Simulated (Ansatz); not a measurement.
Take CaO in the rock salt structure (space group Fm-3m, No. 225; a = 4.831 Å) as the base.

Now apply this change: every lattice vector is shortened by 3.00 %, atoms relaxed at fixed cell.

Method: PBE in Ansatz (plane waves to 420 eV, PAW, no SOC).

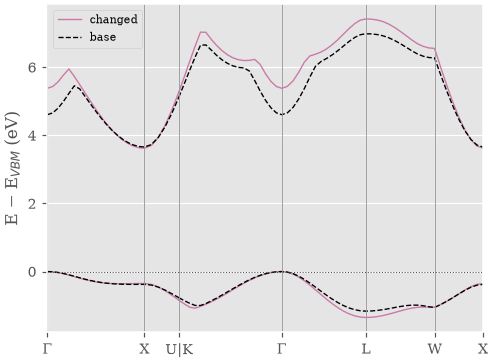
Figure: Highest valence and lowest conduction band along the path, each from its own valence-band maximum

Question: Read the changed gap and its character from the plot.

Answer: About 3.6 eV, indirect, Γ → X.

The cells carry an imposed strain or load. No phonon test of stability was made.

Ansatz is a first-principles code.
